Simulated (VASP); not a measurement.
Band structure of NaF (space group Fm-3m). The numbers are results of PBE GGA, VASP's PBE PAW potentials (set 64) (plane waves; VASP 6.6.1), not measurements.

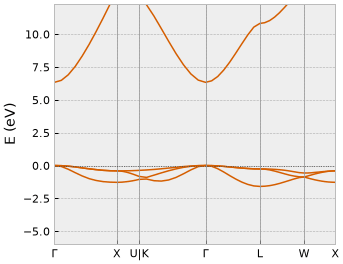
Fig. 1. Bands along high-symmetry lines, zero at the valence-band maximum or, without a gap, the Fermi level

Read the plot: is there a gap, and where are the band edges?

The gap is direct, 6.33 eV, from the valence maximum at Γ to the conduction minimum at Γ.

The structure is a typed NaF crystal (Fm-3m). The cell was not relaxed at this level.
